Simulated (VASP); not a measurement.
Band structure of Pd (relaxed from the hcp structure, space group P6_3/mmc). Computed with r2SCAN meta-GGA, VASP's PBE PAW potentials (set 64) (plane waves; VASP).

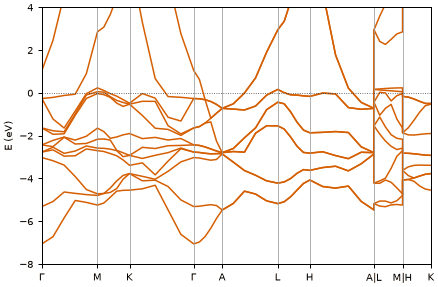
*Bands along high-symmetry lines, zero at the valence-band maximum or, without a gap, the Fermi level*

Task: Read the plot: is there a gap, and where are the band edges?

Result: It has no gap at this level: it comes out as a metal or semimetal.

The structure was generated: Pd was put into the hcp type (P6_3/mmc), which need not be its known phase. It was relaxed first.
